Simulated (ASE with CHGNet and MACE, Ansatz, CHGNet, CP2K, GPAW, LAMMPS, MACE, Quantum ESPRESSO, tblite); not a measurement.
# Amorphous Ge (61 atoms) in machine-learned potentials

How do the settings of machine-learned potentials change the result for amorphous Ge (61 atoms)? A plane-wave run serves as the yardstick.

Method: the method is named at each step, in ASE with CHGNet and MACE.

## (1) The starting structure

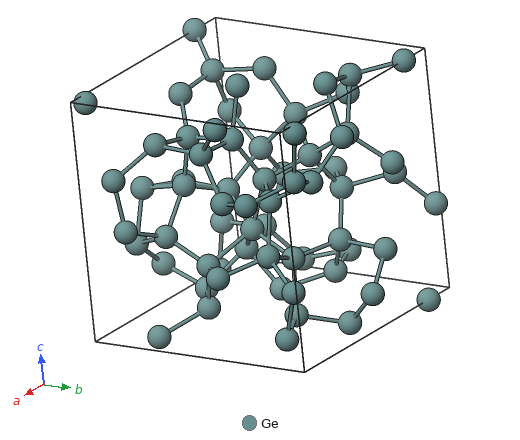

Start, viewed slightly off an axis; germanium teal. Bonds to atoms that aren't drawn are left out. Some periodic images of atoms are drawn too.

The cell holds 61 atoms: 61 Ge. Its edges and angles: a = 11.207 Å, b = 11.207 Å, c = 11.207 Å, α = 90.0°, β = 90.0°, γ = 90.0°. 61 atoms (61 Ge) placed at random at 5.23 g/cm³, melted at 3500 K for 10 ps at fixed volume with the Tersoff potential (Tersoff, Phys. Rev. B 39, 5566 (1989)). Quenched from 3500 K to 300 K at 6 K/ps and fixed volume, annealed at 1300 K for 20 ps, held 5 ps.

The yardstick, on the same geometry:

```
method                 : Kohn-Sham DFT, PBE, PAW, plane waves (Ansatz 0.2.0); cutoff 420 eV, Γ point, fermi-dirac smearing of 0.05 eV; PAW set soft_2
r.m.s. force component : 0.4429 eV/Å
longest force          : 1.411 eV/Å
pressure               : 4.803 GPa
SCF cycles             : 10
time                   : 31 s on 4 threads of Arm Neoverse V2, shared host
CPU time               : 2 min
```

## (2) CHGNet 0.3.0 potential

Method: machine-learned interatomic potential CHGNet 0.3.0, trained on PBE(+U) plane-wave data.

Contents of run.py:

```python
import numpy as np
from ase.io import read
import mlip  # loads the published weights by name

atoms = read("structure.xyz")
atoms.calc = mlip.calc("chgnet-0.3.0")
energy = atoms.get_potential_energy()
forces = atoms.get_forces()
print(f"energy {energy:.6f} eV")
print("forces (eV/A)")
for i, (a, f) in enumerate(zip(atoms, forces)):
    print(f"{i:4d} {a.symbol:2s} {f[0]:10.5f} {f[1]:10.5f} {f[2]:10.5f}")
stress = -atoms.get_stress(voigt=False) * 160.21766
print("stress (GPa, compression positive)")
for row in stress:
    print(" ".join(f"{x:10.4f}" for x in row))
```

Contents of structure.xyz:

```xyz
61
Lattice="11.20750 0.00000 0.00000 0.00000 11.20750 0.00000 0.00000 0.00000 11.20750" Properties=species:S:1:pos:R:3 pbc="T T T"
Ge 1.20514 7.66559 9.10890
Ge 0.09885 11.01731 3.94807
Ge 5.87889 10.59916 9.05454
Ge 2.84760 1.67507 9.96044
Ge 9.84400 2.49457 0.06355
Ge 6.70668 0.06993 5.61989
Ge 10.45929 7.13559 10.56273
Ge 1.03849 3.60254 4.73080
Ge 4.38437 3.65992 2.46531
Ge 4.39939 0.63434 5.20532
Ge 10.10244 11.19282 10.79383
Ge 4.63015 3.17217 5.19378
Ge 9.91315 6.05676 3.27147
Ge 7.58367 9.93702 7.45523
Ge 2.43909 4.19967 10.23514
Ge 8.45292 2.38339 4.24417
Ge 10.70675 1.51525 7.54534
Ge 8.40025 7.78507 3.98371
Ge 1.76765 0.54300 2.35951
Ge 5.34161 1.65064 9.73730
Ge 9.48636 5.51319 8.86838
Ge 5.88360 5.19994 4.05711
Ge 6.16188 7.47731 3.07691
Ge 3.71361 8.30308 3.18663
Ge 0.35965 6.24504 1.26723
Ge 2.75368 7.15599 1.24616
Ge 2.89086 10.96430 6.85171
Ge 2.34136 7.66414 5.07162
Ge 10.04506 6.81842 6.90898
Ge 1.93285 2.94645 2.52359
Ge 3.89561 9.42484 8.36528
Ge 6.86818 7.86408 0.71280
Ge 7.69709 3.75339 0.83776
Ge 1.19853 9.78426 5.64511
Ge 2.73833 9.04434 10.65217
Ge 3.87656 10.82846 3.12734
Ge 7.83886 7.77778 6.37550
Ge 4.03470 5.09011 0.59949
Ge 2.64071 3.70173 6.51638
Ge 7.59521 0.11264 3.33894
Ge 0.66068 3.88979 0.65104
Ge 5.69767 2.26492 0.86298
Ge 1.56445 11.17220 11.18071
Ge 7.03719 5.45581 8.69455
Ge 6.94585 3.01829 8.46850
Ge 11.16458 8.90951 7.48459
Ge 6.84677 2.44929 6.10954
Ge 5.67604 0.02578 1.70791
Ge 9.15899 8.91859 0.52350
Ge 8.19100 4.33103 3.04250
Ge 0.36189 5.93460 5.04954
Ge 6.38413 5.56856 10.99691
Ge 5.25867 9.52660 11.20022
Ge 3.86883 7.24105 7.06442
Ge 5.97707 6.21512 6.54518
Ge 1.92836 1.68594 7.76231
[... 1 atom lines left out ...]
Ge 2.42194 5.61810 8.27192
Ge 9.42136 9.72699 2.90667
Ge 9.73192 10.59983 8.30902
Ge 9.38404 3.00641 8.94986
```

The run is started by

```bash
$ OMP_NUM_THREADS=1 python run.py > output.txt
```

Log:

```text
CHGNet v0.3.0 initialized with 412,525 parameters
CHGNet will run on cpu
energy -266.624023 eV
forces (eV/A)
   0 Ge    0.14362    0.01165    0.41915
   1 Ge   -0.51978   -0.04858   -0.40825
   2 Ge    0.39546   -0.10045    0.21553
   3 Ge    0.15245    0.26439    0.48518
   4 Ge   -0.07371   -0.10302    0.39643
   5 Ge    0.24355   -0.59201   -0.01513
   6 Ge   -0.24224    0.08340   -0.16561
   7 Ge   -0.19546    0.09222   -0.38096
   8 Ge   -0.18779   -0.35736    0.58413
   9 Ge   -0.06678    0.42033    0.14538
  10 Ge    0.12111   -0.18398    0.04167
  11 Ge    0.06430    0.07263   -0.05826
  12 Ge    0.39233   -0.13934   -0.42306
  13 Ge   -0.12963   -0.01703    0.07820
  14 Ge   -0.00380   -0.40941   -0.19154
  15 Ge    0.03215   -1.03767    0.17379
  16 Ge   -0.13168    0.00184    0.11108
  17 Ge    0.09511    0.46097    0.24169
  18 Ge    0.05201   -0.11600   -0.36863
  19 Ge   -0.13862    0.28189   -0.25824
  20 Ge    0.35657   -0.00626    0.23566
  21 Ge    0.27246    0.14160   -0.03387
  22 Ge   -0.41834    0.03750   -0.19911
  23 Ge    0.24196    0.07451   -0.07657
[...]
53 Ge   -0.13452    0.27800   -0.02412
  54 Ge    0.06856   -0.36361   -0.23406
  55 Ge   -0.45651    0.63280    0.12980
  56 Ge    0.04220    0.05600    0.01691
  57 Ge   -0.08129   -0.04012   -0.17730
  58 Ge    0.14454    0.07350   -0.09678
  59 Ge   -0.00035    0.54443    0.63130
  60 Ge    0.10473    0.21031   -0.13185
stress (GPa, compression positive)
    4.1371    -0.3030     0.0654
   -0.3030     4.5676    -0.5763
    0.0654    -0.5763     5.2150
```

It took 3.8 s on 1 thread of Arm Neoverse V2, shared host; peak memory 0.61 GiB.

Banners, paths, timers and routine set-up lines are dropped from the logs unmarked, and long logs keep their key lines alone; longer cuts are marked.

Against the reference:

```yaml
r_m_s_force_component: 0.31 eV/Å
r_m_s_difference_of_force_components: 273.9 meV/Å
longest_difference_of_force_vectors: 1096 meV/Å
force_difference_over_r_m_s_force: 61.84 %
slope_of_forces_against_the_reference_s: 0.5536
correlation_of_force_components: 0.7912
pressure: 4.64 GPa
pressure_difference: -0.1628 GPa
```

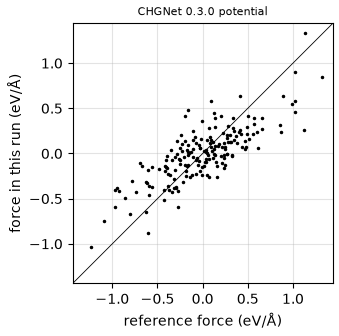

Force components against those of the reference; the line marks equality.

The surroundings of Ge13, picked at random, nearest first, numbered as they follow in the input and with coordinates relative to it.

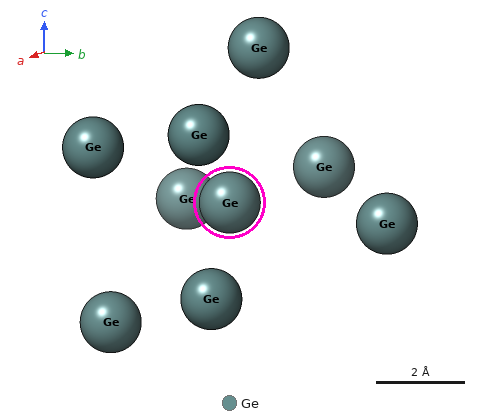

The atoms of the table, within 3.9 Å (arrows a, b, c point along x, y, z); some may hide others; the central atom is ringed.

```tsv
atom	x	y	z	distance (Å)	bonds	Fx	Fy	Fz (eV/Å)
Ge13	0.00	0.00	0.00	0.00	4	0.39	-0.14	-0.42
Ge18	-1.51	1.73	0.71	2.40	4	0.10	0.46	0.24
Ge51	1.66	-0.12	1.78	2.43	4	0.11	0.29	0.20
Ge50	-1.72	-1.73	-0.23	2.45	4	-0.32	1.33	0.33
Ge25	1.65	0.19	-2.00	2.61	4	0.06	-0.03	0.58
Ge8	2.33	-2.45	1.46	3.69	4	-0.20	0.09	-0.38
Ge29	0.13	0.76	3.64	3.72	4	0.12	-0.31	-0.37
Ge59	-0.49	3.67	-0.36	3.72	4	0.14	0.07	-0.10
Ge41	1.96	-2.17	-2.62	3.92	4	-0.40	-0.06	0.06
```

Atoms are counted from 1 here, from 0 in the log.

Forces lie 62 % from the reference's, at 0.030 times its CPU time (on 1 against 4 cores).

## (3) MACE MP-0b2 small potential

Method: machine-learned interatomic potential MACE MP-0b2 small, trained on PBE(+U) plane-wave data.

Edit run.py of step 2 so:

```diff
@@ -5,3 +5,3 @@
 atoms = read("structure.xyz")
-atoms.calc = mlip.calc("chgnet-0.3.0")
+atoms.calc = mlip.calc("mace-mp-0b2-small")
 energy = atoms.get_potential_energy()
```

structure.xyz is that of step 2.

Log:

```text
energy -269.063789 eV
forces (eV/A)
   0 Ge    0.08743   -0.01371    0.61096
   1 Ge   -0.62211   -0.15331   -0.56398
   2 Ge    0.33796   -0.39092    0.44558
   3 Ge    0.10963    0.89752   -0.03241
   4 Ge   -0.35978    0.12849    0.33959
   5 Ge    0.15074   -0.52602   -0.06331
   6 Ge   -0.24898   -0.00324   -0.28675
   7 Ge   -0.30513    0.08182   -0.27740
   8 Ge   -0.48032   -0.50565    0.54415
   9 Ge    0.09965    0.25504    0.25136
  10 Ge    0.35875   -0.55332   -0.16314
  11 Ge    0.10206   -0.14550   -0.13415
  12 Ge    0.53993   -0.05300   -0.53825
  13 Ge   -0.18468    0.05349    0.03037
  14 Ge    0.28555   -0.78470   -0.15300
  15 Ge    0.03130   -1.12713    0.41934
  16 Ge   -0.20434    0.08539    0.04272
  17 Ge   -0.04209    0.65627    0.35701
  18 Ge    0.04183   -0.22215   -0.32953
  19 Ge   -0.10985    0.31484   -0.09003
  20 Ge    0.26254   -0.06685    0.29221
  21 Ge    0.70093   -0.08077   -0.17351
  22 Ge   -0.63119    0.17772   -0.16928
  23 Ge    0.54287    0.17747   -0.04828
[...]
53 Ge   -0.15964    0.45077    0.18574
  54 Ge    0.20719   -0.33230   -0.12251
  55 Ge   -0.35643    0.72340    0.10074
  56 Ge   -0.17519    0.15253   -0.11861
  57 Ge   -0.00714   -0.16209   -0.48893
  58 Ge    0.13887    0.19755   -0.00436
  59 Ge    0.21396    0.66199    0.77242
  60 Ge    0.25996    0.30403   -0.18996
stress (GPa, compression positive)
    2.2937    -0.7288     0.3979
   -0.7288     2.7704    -1.0306
    0.3979    -1.0306     3.8701
```

It took 7 s on 1 thread; peak memory 0.67 GiB.

Compared with the plane-wave run:

```
r.m.s. force component                  : 0.3926 eV/Å
r.m.s. difference of force components   : 192.9 meV/Å
longest difference of force vectors     : 695.7 meV/Å
force difference over r.m.s. force      : 43.55 %
slope of forces against the reference's : 0.7979
correlation of force components         : 0.9003
pressure                                : 2.978 GPa
pressure difference                     : -1.825 GPa
```

Against the first run (62 %), the force difference from the reference is 44 %, at 1.9 times the CPU time.

## (4) MACE MPA-0 medium potential

Method: machine-learned interatomic potential MACE MPA-0 medium, trained on PBE(+U) plane-wave data.

Edit run.py of step 3 so:

```diff
@@ -5,3 +5,3 @@
 atoms = read("structure.xyz")
-atoms.calc = mlip.calc("mace-mp-0b2-small")
+atoms.calc = mlip.calc("mace-mpa-0-medium")
 energy = atoms.get_potential_energy()
```

structure.xyz is that of step 3.

Log:

```text
energy -268.406384 eV
forces (eV/A)
   0 Ge   -0.08070   -0.09382    0.57511
   1 Ge   -0.58703   -0.03051   -0.41087
   2 Ge    0.29541   -0.48881    0.40758
   3 Ge    0.19207    0.90248    0.13661
   4 Ge   -0.50396    0.07079    0.29201
   5 Ge    0.23073   -0.51443    0.05092
   6 Ge   -0.19467   -0.01105   -0.15808
   7 Ge   -0.10766   -0.05933   -0.17470
   8 Ge   -0.49718   -0.50224    0.51395
   9 Ge   -0.04876    0.16541    0.17696
  10 Ge    0.20793   -0.60621   -0.13491
  11 Ge    0.38687   -0.38704   -0.06748
  12 Ge    0.59556    0.01598   -0.64205
  13 Ge   -0.08603    0.11844    0.01181
  14 Ge    0.28717   -0.98517    0.12368
  15 Ge   -0.18370   -1.30658    0.26264
  16 Ge   -0.20385    0.05358   -0.16983
  17 Ge   -0.09366    0.78738    0.24404
  18 Ge    0.24736   -0.27680   -0.26885
  19 Ge   -0.38091    0.28988   -0.31425
  20 Ge    0.13929    0.06920    0.35320
  21 Ge    0.69518    0.03937   -0.18528
  22 Ge   -0.74445    0.30888   -0.41033
  23 Ge    0.66195    0.24582   -0.04594
[...]
53 Ge   -0.28495    0.48743    0.16085
  54 Ge    0.51314   -0.30860   -0.22020
  55 Ge   -0.25420    0.46670    0.17893
  56 Ge   -0.14782    0.22696   -0.15695
  57 Ge   -0.01832   -0.04690   -0.58337
  58 Ge    0.09089    0.14402   -0.11685
  59 Ge    0.32366    0.87160    0.81623
  60 Ge    0.28008    0.37697   -0.14006
stress (GPa, compression positive)
    3.2014    -0.7874     0.5518
   -0.7874     4.0505    -1.5415
    0.5518    -1.5415     5.5582
```

The job ended after 7.2 s (1 thread; peak memory 0.77 GiB).

Against the reference:

| Quantity | Value |
| --- | --- |
| r.m.s. force component | 0.4348 eV/Å |
| r.m.s. difference of force components | 174.2 meV/Å |
| longest difference of force vectors | 655.3 meV/Å |
| force difference over r.m.s. force | 39.32 % |
| slope of forces against the reference's | 0.9044 |
| correlation of force components | 0.9214 |
| pressure | 4.27 GPa |
| pressure difference | -0.5327 GPa |

Against the first run (62 %), the force difference from the reference is 39 %, at 2.0 times the CPU time.

## (5) The ladder

Differences are against the plane-wave reference, forces as r.m.s. over components; share is that over the reference's r.m.s. force, slope the least-squares factor from reference forces to these. Total energies of different programs have different zeros and aren't compared.

```tsv
run	Δ force, r.m.s. (meV/Å)	share (%)	slope	Δ pressure (GPa)	cores	CPU time	memory (GiB)
reference	-	-	-	-	4	2 min	2.1
CHGNet 0.3.0 potential	274	61.8	0.554	-0.163	1	3.6 s	0.61
MACE MP-0b2 small potential	193	43.5	0.798	-1.82	1	6.8 s	0.67
MACE MPA-0 medium potential	174	39.3	0.904	-0.533	1	7.2 s	0.77
```

Times of the machine-learned potentials are mostly Python's start and the loading of weights.

CPU time is summed over cores on a shared host, where runs went side by side, so it is rough. Symmetry, cutoffs, thresholds, outputs and thread counts weren't matched or tuned between programs; memory under MPI is the largest rank's times the ranks.

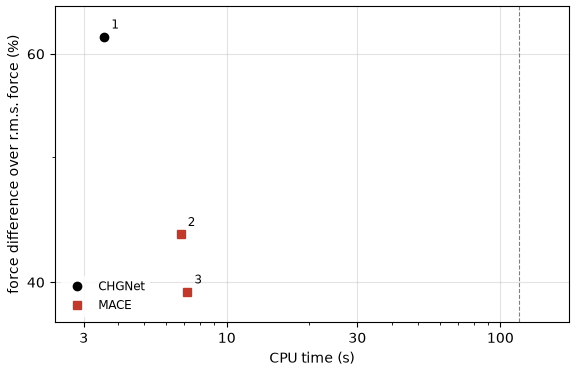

Force difference against CPU time; the dashed line marks the reference's time. Points: 1 CHGNet 0.3.0 potential; 2 MACE MP-0b2 small potential; 3 MACE MPA-0 medium potential.

## (6) Summary of results

```yaml
nearest_in_forces: MACE MPA-0 medium potential, 39 %
its_cpu_time: 7.2 s
```

**Reading.** Machine-learned potentials differ by 39 % (MACE MPA-0 medium potential) to 62 % (CHGNet 0.3.0 potential); they were trained on other programs' data. Among those trained on PBE data the slope goes as low as 0.55, with a correlation of 0.79, so directions differ as well as sizes. Machine-learned potentials mimic data converged in k, so the reference's own k-point error enters their differences. The quench rate of 6 K/ps is many orders above laboratory rates, so the cell is likely richer in defects and strain than a real sample. The network of bonds at the start is that of the classical potential that made the cell, and needn't be the one that DFT or experiment would give. The reference's stress is far from hydrostatic: its diagonal is 3.4, 3.9, 7.0 GPa, compression counted positive. The electronic-structure runs sample only Γ, in a cell whose shortest periodic width is 11 Å, which is coarse for a cell with partly filled levels.

[Also dropped from logs without a mark: logging warnings of Python, and SIESTA's first energy breakdown and zero terms.]

[Logs are printed without paths, hosts, clocks, repeated set-up lines and the standing remarks that a program may print on its own settings, such as how far it seeks lower states.]

[Hosts, paths, dates, database ids (printed as entryN), source tags and the programs' standing remarks are cut or masked in the printed files.]
